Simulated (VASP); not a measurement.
Band structure of K$_{2}$S (antifluorite). Computed with PW91 GGA, VASP's PBE PAW potentials (set 64) (plane waves; VASP 6.6.1).

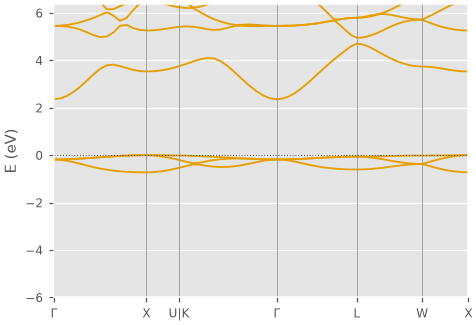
Bands along high-symmetry lines, zero at the valence-band maximum or, without a gap, the Fermi level

Question: Read the plot: is there a gap, and where are the band edges?

Answer: The gap is indirect, 2.36 eV, from the valence maximum at X to the conduction minimum at Γ. (Edges off the drawn lines would not show.)

The compound is K2S in the antifluorite structure. It was relaxed first.
